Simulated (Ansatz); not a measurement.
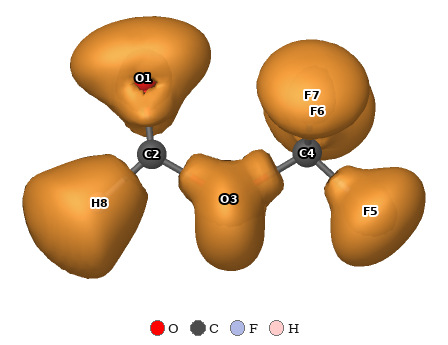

*C$_{2}$HF$_{3}$O$_{2}$ (SMILES O=COC(F)(F)F). Isosurface of the ELF at 0.75 (orange), seen across its widest extent. Core shells and regions of very low density are left out.*

Geometry: PBE0-D4/def2-TZVP.

Computed with isolated molecule in a Gaussian basis; Hartree-Fock in Ansatz 0.2.0.

```xyz
8

O     0.8830   -0.9976    1.3115
C     0.0007   -1.2488    0.5653
O    -0.5381   -0.3986   -0.3618
C    -0.0380    0.8783   -0.4712
F    -0.7294    1.4714   -1.4278
F    -0.1887    1.5619    0.6508
F     1.2411    0.8772   -0.8071
H    -0.5386   -2.2008    0.4845
```

What do the ELF domains correspond to?

The ELF exceeds this value in one region around a hydrogen nucleus, three regions on F in which the atom's valence shell and bonds are merged and two regions on O in which the atom's valence shell and bonds are merged. Along the contacts the grid gives the following. C–O (1.18 Å): the ELF peaks at about 0.85 between the atoms; a short, multiple covalent bond. C–F (1.32 Å): the ELF peaks at about 0.90 between the atoms (a shared but strongly polarised pair).
